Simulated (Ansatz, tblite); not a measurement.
**The cluster Sn₁₀H₁₄O: rung by rung**

How do method and basis change the picture of the cluster Sn₁₀H₁₄O (singlet)?

Computed with Ansatz 0.2.0, Gaussian basis. Level: as each input shows.

Levels to be run: GFN1-xTB, GFN2-xTB, PBE-D4/def2-TZVP, r2SCAN-D4/def2-TZVP, ωB97X-V/def2-TZVP, LC-ωPBE/def2-TZVP, r2SCANh-D4/def2-TZVP, PBE-D4/def2-SVP, PBE0-D4/def2-SVP, MP2/def2-SVP, RPA/def2-SVP.

5 further runs of the same task are left out: 5 set aside as unsound or not needed.

### Step 1. The relaxed structure

The singlet was relaxed beforehand with PBE-D4/def2-SVP.

25 atoms, charge 0, spin multiplicity 1.

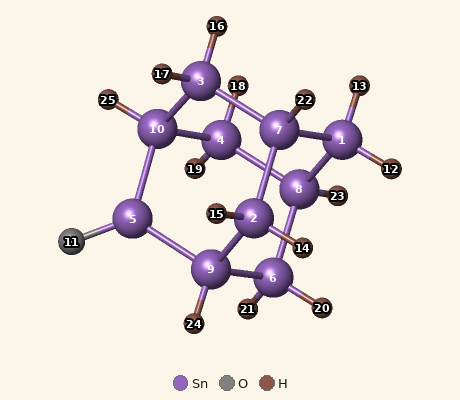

The geometry (tin purple, oxygen grey, hydrogen brown); atoms are numbered from 1 in the order of the file.

Sn takes a core potential in the def2 sets. No spin-orbit coupling is included.

PBE0-D4/def2-TZVP was run before; its log isn't repeated, and its numbers join the tables.

### Step 2. GFN1-xTB

Tight binding, by tblite at 300 K electronic temperature and without a spin-polarisation term:

```python
tblite.interface.Calculator('GFN1-xTB', numbers, positions, charge=0, uhf=0).singlepoint()
```

Energy -1018.3786 eV, HOMO -10.62 eV, LUMO -9.09 eV; 0.057 s.

### Step 3. GFN2-xTB

Tight binding, by tblite at 300 K electronic temperature and without a spin-polarisation term:

```python
tblite.interface.Calculator('GFN2-xTB', numbers, positions, charge=0, uhf=0).singlepoint()
```

Energy -880.6622 eV, HOMO -10.67 eV, LUMO -9.65 eV; 0.084 s.

### Step 4. PBE-D4/def2-TZVP

start.molden holds the orbitals of an earlier run on this state, given as this run's starting guess.

The input, in.yaml:

```yaml
crystal:
  periodic: [false, false, false]
  atoms:
    - {symbol: Sn, position_ang: [0.017498, -3.110787, 0.022102]}
    - {symbol: Sn, position_ang: [-0.012777, 0.102003, -3.262949]}
    - {symbol: Sn, position_ang: [-3.262315, 0.121487, 0.026700]}
    - {symbol: Sn, position_ang: [0.009668, 0.146517, 3.260832]}
    - {symbol: Sn, position_ang: [-0.016847, 3.370526, -0.019504]}
    - {symbol: Sn, position_ang: [3.260254, 0.158347, -0.032475]}
    - {symbol: Sn, position_ang: [-1.626971, -1.497986, -1.598479]}
    - {symbol: Sn, position_ang: [1.643998, -1.455363, 1.617653]}
    - {symbol: Sn, position_ang: [1.646615, 1.771661, -1.699496]}
    - {symbol: Sn, position_ang: [-1.669107, 1.774574, 1.674256]}
    - {symbol: O, position_ang: [-0.023605, 5.251215, -0.028092]}
    - {symbol: H, position_ang: [1.004549, -4.138567, -0.970003]}
    - {symbol: H, position_ang: [-0.959079, -4.133012, 1.030216]}
    - {symbol: H, position_ang: [0.985315, -0.911531, -4.260963]}
    - {symbol: H, position_ang: [-0.994981, 1.070815, -4.316033]}
    - {symbol: H, position_ang: [-4.273366, -0.876973, 1.025900]}
    - {symbol: H, position_ang: [-4.302926, 1.104668, -0.954726]}
    - {symbol: H, position_ang: [-0.973934, -0.866397, 4.273163]}
    - {symbol: H, position_ang: [0.980180, 1.141585, 4.300361]}
    - {symbol: H, position_ang: [4.281175, -0.844411, -1.017199]}
    - {symbol: H, position_ang: [4.291921, 1.165154, 0.934283]}
    - {symbol: H, position_ang: [-2.643573, -2.499670, -2.597041]}
    - {symbol: H, position_ang: [2.672241, -2.431244, 2.629787]}
    - {symbol: H, position_ang: [2.628953, 2.791364, -2.710588]}
    - {symbol: H, position_ang: [-2.662887, 2.796025, 2.672308]}
basis:
  gaussian: {orbitals: def2-TZVP, fitting: {mean_field: def2-universal-jkfit}, initial_orbitals: start.molden}
hamiltonian: {xc: pbe, dispersion: d4}
scf: {omitted_lower_state_checks: [starts]}
output: {orbitals: {seedname: orbitals}}
```

Run with:

```
$ ansatz run in.yaml --threads 2 --pin off --events-out ev --progress --plain --max-ram 32768MiB --backend cuda --devices 0, --max-vram 18GiB
```

What it wrote:

```text
Functional definition: PBE
  name "PBE"
  cite "Perdew, Burke & Ernzerhof, Phys. Rev. Lett. 77, 3865 (1996) doi:10.1103/PhysRevLett.77.3865"
  parent pbe
  parameter kappa = 0.804
  parameter beta = 0.06672455060314922
  exchange = pbe_x(kappa = kappa, mu = beta*pi^2/3)
  correlation = pbe_c(beta = beta)
these checks for a lower state are left out or cut short: starts
2509 factors; integrals over basis functions are off by at most 8.8e-1 eV
mean field evaluation 1: about -60591.4393 eV, gradient 1.4e1 eV
mean field evaluation 2: about -60591.9041 eV, gradient 4.9e-1 eV
mean field evaluation 4: about -60591.8808 eV, gradient 2.2e-3 eV
mean field -60591.88079324 eV, -2226.7105484998 hartree, gradient 2.3e-5 eV, S^2 0.000000; 0 other end points of the search recorded, 0 dependent functions left out
reference -60591.88091526 eV, -2226.7105529837 hartree; 121, 121 occupied and 494, 494 virtual orbitals, 2509 factors
Total energy: -60593.33366260 eV, -2226.7639404638 hartree
Checks for a lower state left out: starts
```

It took 7.5 s on 1 × H100 (card shared with other runs) with 2 threads of AMD EPYC 7R13, shared host; peak host memory 1 GiB.

Report: HOMO -5.34 eV, LUMO -3.52 eV.

### Step 5. r2SCAN-D4/def2-TZVP

in.yaml, as its differences from that of step 4:

```diff
@@ -30,3 +30,3 @@
   gaussian: {orbitals: def2-TZVP, fitting: {mean_field: def2-universal-jkfit}, initial_orbitals: start.molden}
-hamiltonian: {xc: pbe, dispersion: d4}
+hamiltonian: {xc: r2scan, dispersion: d4}
 scf: {omitted_lower_state_checks: [starts]}
```

Launched as before.

What it wrote:

```text
Functional definition: r2SCAN
  name "r2SCAN"
  cite "Furness, Kaplan, Ning, Perdew & Sun, J. Phys. Chem. Lett. 11, 8208 (2020) doi:10.1021/acs.jpclett.0c02405"
  cite "Furness, Kaplan, Ning, Perdew & Sun, J. Phys. Chem. Lett. 11, 9248 (2020) doi:10.1021/acs.jpclett.0c03077"
  parent r2scan
  parameter k0 = 0.174
  parameter k1 = 0.065
  parameter a1 = 4.9479
  exchange = r2scan_x(k0 = k0, k1 = k1, a1 = a1)
  correlation = r2scan_c
these checks for a lower state are left out or cut short: starts
2509 factors; integrals over basis functions are off by at most 8.8e-1 eV
mean field evaluation 1: about -60616.1041 eV, gradient 1.2e1 eV
mean field evaluation 2: about -60616.3231 eV, gradient 2.8e-1 eV
mean field evaluation 4: about -60616.3258 eV, gradient 6.7e-4 eV
mean field -60616.32578125 eV, -2227.6088852397 hartree, gradient 2.6e-5 eV, S^2 0.000000; 0 other end points of the search recorded, 0 dependent functions left out
reference -60616.32582077 eV, -2227.6088866919 hartree; 121, 121 occupied and 494, 494 virtual orbitals, 2509 factors
Total energy: -60616.69740897 eV, -2227.6225423063 hartree
Checks for a lower state left out: starts
```

Run time: 7 s. Hardware: 1 × H100 (card shared with other runs) with 2 threads of AMD EPYC 7R13, shared host; peak host memory 1.1 GiB.

Report: HOMO -5.57 eV, LUMO -3.50 eV.

### Step 6. ωB97X-V/def2-TZVP

in.yaml, as its differences from that of step 5:

```diff
@@ -30,4 +30,4 @@
   gaussian: {orbitals: def2-TZVP, fitting: {mean_field: def2-universal-jkfit}, initial_orbitals: start.molden}
-hamiltonian: {xc: r2scan, dispersion: d4}
+hamiltonian: {xc: {name: wB97X-V}}
 scf: {omitted_lower_state_checks: [starts]}
-output: {orbitals: {seedname: orbitals}}
+output: {forces: true, orbitals: {seedname: orbitals}}
```

Launched as before.

What it wrote (excerpt; [...] marks lines left out):

```text
Functional definition: wB97X-V
  name "wB97X-V"
  cite "Mardirossian & Head-Gordon, Phys. Chem. Chem. Phys. 16, 9904 (2014) doi:10.1039/C3CP54374A"
  cite "Becke, J. Chem. Phys. 107, 8554 (1997) doi:10.1063/1.475007"
  cite "Vydrov & Van Voorhis, J. Chem. Phys. 133, 244103 (2010) doi:10.1063/1.3521275"
[...]
      + integral(e_c_pw_opposite_spin*poly(b97_u_opposite, cos0, cos1)) + vv10(b, c)
[...]
2509 factors; integrals over basis functions are off by at most 8.8e-1 eV
2509 factors; integrals over basis functions are off by at most 4.2e-7 eV
[...]
mean field -60589.26202678 eV, -2226.6143106073 hartree, gradient 2.6e-5 eV, S^2 0.000000; 0 other end points of the search recorded, 0 dependent functions left out
[...]
reference -60589.26202071 eV, -2226.6143103843 hartree; 121, 121 occupied and 494, 494 virtual orbitals, 2509 factors
[...]
Atom 16 at    -4.302926     1.104668    -0.954726 Å, force     0.259204    -0.227787     0.226519 eV/Å
Atom 17 at    -0.973934    -0.866397     4.273163 Å, force     0.226286     0.247593    -0.263514 eV/Å
Atom 18 at     0.980180     1.141585     4.300361 Å, force    -0.225445    -0.230671    -0.261821 eV/Å
Atom 19 at     4.281175    -0.844411    -1.017199 Å, force    -0.267497     0.243807     0.225275 eV/Å
Atom 20 at     4.291921     1.165154     0.934283 Å, force    -0.257534    -0.232385    -0.222797 eV/Å
Atom 21 at    -2.643573    -2.499670    -2.597041 Å, force     0.262738     0.257506     0.257953 eV/Å
Atom 22 at     2.672241    -2.431244     2.629787 Å, force    -0.265684     0.250436    -0.261644 eV/Å
Atom 23 at     2.628953     2.791364    -2.710588 Å, force    -0.273530    -0.271904     0.280652 eV/Å
Atom 24 at    -2.662887     2.796025     2.672308 Å, force     0.275543    -0.272195    -0.278235 eV/Å
Dipole moment:     0.003485    -1.277137     0.004812 e Å
Checks for a lower state left out: starts
```

Run time: 14 s. Hardware: 1 × H100 (card shared with other runs) with 2 threads of AMD EPYC 7R13, shared host; peak host memory 1.8 GiB.

HOMO -8.37 eV, LUMO -1.17 eV.

### Step 7. LC-ωPBE/def2-TZVP

in.yaml, as its differences from that of step 6:

```diff
@@ -30,4 +30,4 @@
   gaussian: {orbitals: def2-TZVP, fitting: {mean_field: def2-universal-jkfit}, initial_orbitals: start.molden}
-hamiltonian: {xc: {name: wB97X-V}}
+hamiltonian: {xc: {name: LC-wPBE}}
 scf: {omitted_lower_state_checks: [starts]}
-output: {forces: true, orbitals: {seedname: orbitals}}
+output: {orbitals: {seedname: orbitals}}
```

Launched as before.

What it wrote (excerpt; [...] marks lines left out):

```text
Functional definition: LC-wPBE
  name "LC-wPBE"
  cite "Vydrov & Scuseria, J. Chem. Phys. 125, 234109 (2006) doi:10.1063/1.2409292"
  cite "Heyd & Scuseria, J. Chem. Phys. 120, 7274 (2004) doi:10.1063/1.1668634"
  cite "Ernzerhof & Perdew, J. Chem. Phys. 109, 3313 (1998) doi:10.1063/1.476928"
  cite "Perdew, Burke & Ernzerhof, Phys. Rev. Lett. 77, 3865 (1996) doi:10.1103/PhysRevLett.77.3865"
  parent pbe
[...]
2509 factors; integrals over basis functions are off by at most 8.8e-1 eV
2509 factors; integrals over basis functions are off by at most 8.2e-6 eV
[...]
mean field -60602.29255620 eV, -2227.0931737311 hartree, gradient 6.8e-5 eV, S^2 0.000000; 0 other end points of the search recorded, 0 dependent functions left out
reference -60602.29255622 eV, -2227.0931737318 hartree; 121, 121 occupied and 494, 494 virtual orbitals, 2509 factors
Total energy: -60602.29255622 eV, -2227.0931737318 hartree
Checks for a lower state left out: starts
```

Wall time 8 s (1 × H100 (card shared with other runs) with 2 threads of AMD EPYC 7R13, shared host); peak host memory 1 GiB.

From the report: HOMO -8.60 eV, LUMO -1.05 eV.

### Step 8. r2SCANh-D4/def2-TZVP

in.yaml, as its differences from that of step 7:

```diff
@@ -30,3 +30,3 @@
   gaussian: {orbitals: def2-TZVP, fitting: {mean_field: def2-universal-jkfit}, initial_orbitals: start.molden}
-hamiltonian: {xc: {name: LC-wPBE}}
+hamiltonian: {xc: {name: r2SCANh}, dispersion: d4}
 scf: {omitted_lower_state_checks: [starts]}
```

Same command.

What it wrote (excerpt; [...] marks lines left out):

```text
Functional definition: r2SCANh
  name "r2SCANh"
  cite "Bursch, Neugebauer, Ehlert & Grimme, J. Chem. Phys. 156, 134105 (2022) doi:10.1063/5.0086040"
  cite "Furness, Kaplan, Ning, Perdew & Sun, J. Phys. Chem. Lett. 11, 8208 (2020) doi:10.1021/acs.jpclett.0c02405"
  cite "Furness, Kaplan, Ning, Perdew & Sun, J. Phys. Chem. Lett. 11, 9248 (2020) doi:10.1021/acs.jpclett.0c03077"
  parent r2scan
[...]
2509 factors; integrals over basis functions are off by at most 8.8e-1 eV
[...]
mean field -60613.00657568 eV, -2227.4869066846 hartree, gradient 2.6e-5 eV, S^2 0.000000; 0 other end points of the search recorded, 0 dependent functions left out
reference -60613.00661217 eV, -2227.4869080257 hartree; 121, 121 occupied and 494, 494 virtual orbitals, 2509 factors
Total energy: -60613.43754223 eV, -2227.5027444134 hartree
Checks for a lower state left out: starts
```

Wall time 8 s (1 × H100 (card shared with other runs) with 2 threads of AMD EPYC 7R13, shared host); peak host memory 1.1 GiB.

HOMO -5.99 eV, LUMO -3.26 eV.

### Step 9. PBE-D4/def2-SVP

in.yaml, as its differences from that of step 8:

```diff
@@ -29,4 +29,4 @@
 basis:
-  gaussian: {orbitals: def2-TZVP, fitting: {mean_field: def2-universal-jkfit}, initial_orbitals: start.molden}
-hamiltonian: {xc: {name: r2SCANh}, dispersion: d4}
+  gaussian: {orbitals: def2-SVP, initial_orbitals: start.molden}
+hamiltonian: {xc: pbe, dispersion: d4}
 scf: {omitted_lower_state_checks: [starts]}
```

Same command.

What it wrote:

```text
Functional definition: PBE
  name "PBE"
  cite "Perdew, Burke & Ernzerhof, Phys. Rev. Lett. 77, 3865 (1996) doi:10.1103/PhysRevLett.77.3865"
  parent pbe
  parameter kappa = 0.804
  parameter beta = 0.06672455060314922
  exchange = pbe_x(kappa = kappa, mu = beta*pi^2/3)
  correlation = pbe_c(beta = beta)
these checks for a lower state are left out or cut short: starts
3865 factors; their error is unknown
mean field evaluation 1: about -60585.8609 eV, gradient 6.4e1 eV
mean field evaluation 2: about -60587.0356 eV, gradient 1.9e0 eV
mean field evaluation 4: about -60587.0217 eV, gradient 1.4e-1 eV
mean field evaluation 8: about -60587.0218 eV, gradient 1.4e-5 eV
mean field -60587.02178249 eV, -2226.5319831482 hartree, gradient 1.4e-5 eV, S^2 0.000000; 0 other end points of the search recorded, 0 dependent functions left out
reference -60587.02187966 eV, -2226.5319867189 hartree; 121, 121 occupied and 223, 223 virtual orbitals, 3865 factors
Total energy: -60588.47462700 eV, -2226.5853741990 hartree
Checks for a lower state left out: starts
```

Wall time 5.5 s (1 × H100 (card shared with other runs) with 2 threads of AMD EPYC 7R13, shared host); peak host memory 1 GiB.

Report: HOMO -5.22 eV, LUMO -3.37 eV.

### Step 10. PBE0-D4/def2-SVP

in.yaml, as its differences from that of step 9:

```diff
@@ -30,3 +30,3 @@
   gaussian: {orbitals: def2-SVP, initial_orbitals: start.molden}
-hamiltonian: {xc: pbe, dispersion: d4}
+hamiltonian: {xc: pbe0, dispersion: d4}
 scf: {omitted_lower_state_checks: [starts]}
```

The command is unchanged.

What it wrote:

```text
Functional definition: PBE0
  name "PBE0"
  cite "Adamo & Barone, J. Chem. Phys. 110, 6158 (1999) doi:10.1063/1.478522"
  cite "Perdew, Burke & Ernzerhof, Phys. Rev. Lett. 77, 3865 (1996) doi:10.1103/PhysRevLett.77.3865"
  parent pbe
  parameter a = 0.25
  parameter kappa = 0.804
  parameter beta = 0.06672455060314922
  exchange = (1 - a)*pbe_x(kappa = kappa, mu = beta*pi^2/3) + a*exact_x
  correlation = pbe_c(beta = beta)
these checks for a lower state are left out or cut short: starts
4260 factors; integrals over basis functions are off by at most 4.3e-4 eV
mean field evaluation 1: about -60588.9489 eV, gradient 6.3e1 eV
mean field evaluation 2: about -60589.6785 eV, gradient 8.8e-1 eV
mean field evaluation 4: about -60589.8322 eV, gradient 6.3e-3 eV
mean field -60589.83218544 eV, -2226.6352635518 hartree, gradient 2.8e-5 eV, S^2 0.000000; 0 other end points of the search recorded, 0 dependent functions left out
reference -60589.83225814 eV, -2226.6352662232 hartree; 121, 121 occupied and 223, 223 virtual orbitals, 4260 factors
Total energy: -60591.16527406 eV, -2226.6842536548 hartree
Checks for a lower state left out: starts
```

Wall time 10 s (1 × H100 (card shared with other runs) with 2 threads of AMD EPYC 7R13, shared host); peak host memory 1.1 GiB.

From the report: HOMO -6.35 eV, LUMO -2.78 eV.

### Step 11. MP2/def2-SVP

in.yaml, as its differences from that of step 10:

```diff
@@ -30,3 +30,3 @@
   gaussian: {orbitals: def2-SVP, initial_orbitals: start.molden}
-hamiltonian: {xc: pbe0, dispersion: d4}
+correlation: {method: mp2}
 scf: {omitted_lower_state_checks: [starts]}
```

Same command.

What it wrote (excerpt; [...] marks lines left out):

```text
Functional definition: HF
  name "HF"
  cite "Fock, Z. Phys. 61, 126 (1930) doi:10.1007/BF01340294"
  parent pbe
[...]
4260 factors; integrals over basis functions are off by at most 4.3e-4 eV
[...]
mean field -60313.19457598 eV, -2216.4690189156 hartree, gradient 5.4e-6 eV, S^2 0.000000; 0 other end points of the search recorded, 0 dependent functions left out; unrestricted orbitals would lower it
41 core orbitals not correlated: weight in the atoms' cores, before any rotation towards them, 1.000 or more for the frozen orbitals, at most 0.000 for the correlated occupied ones
reference -60313.19457598 eV, -2216.4690189156 hartree; 80, 80 occupied and 223, 223 virtual orbitals, 4260 factors
second order -35.99452636 eV of doubles, -0.00000000 eV of singles
Total energy: -60349.18910234 eV, -2217.7917933614 hartree
Checks for a lower state left out: starts
```

It took 8.5 s on 1 × H100 (card shared with other runs) with 2 threads of AMD EPYC 7R13, shared host; peak host memory 1 GiB.

From the report: Hartree-Fock HOMO -8.58 eV, LUMO -0.19 eV. Doubts: restricted state is unstable towards broken spin symmetry.

### Step 12. RPA/def2-SVP

in.yaml, as its differences from that of step 11:

```diff
@@ -30,4 +30,4 @@
   gaussian: {orbitals: def2-SVP, initial_orbitals: start.molden}
-correlation: {method: mp2}
+hamiltonian: {xc: pbe}
+correlation: {method: rpa}
 scf: {omitted_lower_state_checks: [starts]}
-output: {orbitals: {seedname: orbitals}}
```

The command is unchanged.

What it wrote (excerpt; [...] marks lines left out):

```text
Functional definition: PBE
  name "PBE"
  cite "Perdew, Burke & Ernzerhof, Phys. Rev. Lett. 77, 3865 (1996) doi:10.1103/PhysRevLett.77.3865"
  parent pbe
[...]
4260 factors; integrals over basis functions are off by at most 4.3e-4 eV
[...]
mean field -60587.02174848 eV, -2226.5319818982 hartree, gradient 1.5e-6 eV, S^2 0.000000; 0 other end points of the search recorded, 0 dependent functions left out
41 core orbitals not correlated: weight in the atoms' cores, before any rotation towards them, 1.000 or more for the frozen orbitals, at most 0.000 for the correlated occupied ones
reference -60307.63089521 eV, -2216.2645574185 hartree; 80, 80 occupied and 223, 223 virtual orbitals, 4260 factors
Total energy: -60370.36532792 eV, -2218.5700052979 hartree
Checks for a lower state left out: starts
```

It took 10 s on 1 × H100 (card shared with other runs) with 2 threads of AMD EPYC 7R13, shared host; peak host memory 1.9 GiB.

### Step 13. Comparison

| level | functions | HOMO (eV) | LUMO (eV) | gap (eV) | time |
| --- | --- | --- | --- | --- | --- |
| PBE-D4/def2-SVP | 344 | -5.22 | -3.37 | 1.85 | 5.5 s |
| PBE-D4/def2-TZVP | 615 | -5.34 | -3.52 | 1.82 | 7.5 s |
| r2SCAN-D4/def2-TZVP | 615 | -5.57 | -3.50 | 2.07 | 7 s |
| r2SCANh-D4/def2-TZVP | 615 | -5.99 | -3.26 | 2.72 | 8 s |
| PBE0-D4/def2-SVP | 344 | -6.35 | -2.78 | 3.58 | 10 s |
| PBE0-D4/def2-TZVP | 615 | -6.43 | -2.90 | 3.52 | 8 s |
| LC-ωPBE/def2-TZVP | 615 | -8.60 | -1.05 | 7.56 | 8 s |
| ωB97X-V/def2-TZVP | 615 | -8.37 | -1.17 | 7.21 | 14 s |

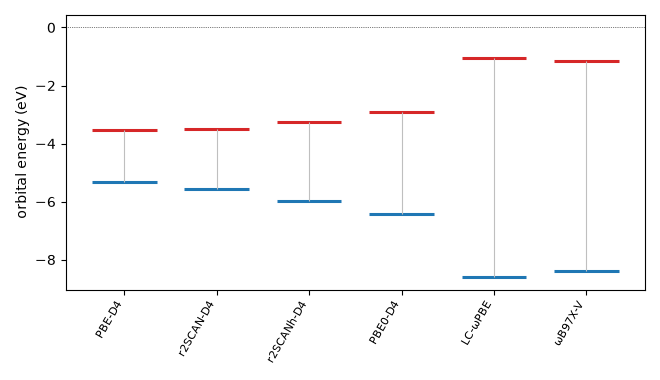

Highest filled (blue) and lowest empty (red) level in def2-TZVP.

Energy pieces by basis (eV):

| basis | HF | MP2 correlation | total |
| --- | --- | --- | --- |
| def2-SVP | -60313.1946 | -35.9945 | -60349.1891 (MP2) |

### Step 14. Binding energy

Free atoms were run apart at each level; binding is atoms less cluster, divided by the number of atoms, without zero-point or spin-orbit terms.

| level | binding an atom (eV) |
| --- | --- |
| HF/def2-SVP | 1.521 |
| PBE-D4/def2-SVP | 2.449 |
| PBE-D4/def2-TZVP | 2.467 |
| r2SCAN-D4/def2-TZVP | 2.458 |
| r2SCANh-D4/def2-TZVP | 2.441 |
| PBE0-D4/def2-SVP | 2.408 |
| PBE0-D4/def2-TZVP | 2.432 |
| LC-ωPBE/def2-TZVP | 2.378 |
| ωB97X-V/def2-TZVP | 2.497 |
| MP2/def2-SVP | 2.240 |

### Step 15. Outcome

| quantity | value |
| --- | --- |
| gap in def2-TZVP, named functionals, smallest and largest | 1.82 eV (PBE-D4), 7.56 eV (LC-ωPBE) |
| correlation energy, MP2/def2-SVP | -35.99 eV |
| binding an atom, functionals in def2-TZVP | 2.38 (LC-ωPBE) to 2.50 eV (ωB97X-V) |
| PBE0 total energy, smallest basis above largest | 4.63 eV (def2-SVP, def2-TZVP) |

Orbital gaps of the named functionals in def2-TZVP span 1.82 eV (PBE-D4) to 7.56 eV (LC-ωPBE); exact exchange widens it.

The slowest run with a step of its own, ωB97X-V/def2-TZVP, took 14 s; the quickest functional in def2-TZVP took 7 s (shared host).
